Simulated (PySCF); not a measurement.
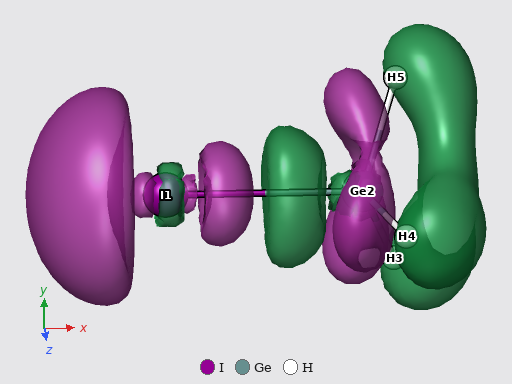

*GeH3I, SMILES `I[GeH3]`. Change of the electron density in a uniform field of 0.21 V/Å, surfaces at ±0.002 e/Å³ (green: gain, purple: loss).*

PySCF calculation, B3LYP/def2-SVPD, gas phase; geometry: GFN2-xTB. Core potentials replace the inner electrons of I; spin–orbit coupling isn't included. No frequency check shows the geometry to be a minimum. GFN2-xTB bond lengths at metals and heavier atoms can be off by up to 0.1 Å and shapes distorted, which carries into these values.

The field was applied in both directions; the picture shows the one opposite to the script's first.

Along which Cartesian direction does the field point?

Answer. Along −x: electrons gather on the +x side, against the field.

What dipole is induced, and what polarisability does it imply?

Answer. The induced dipole is 0.86 D (along the field); α along this axis, from the fields in both directions, is 85 bohr³ (12.5 Å³).
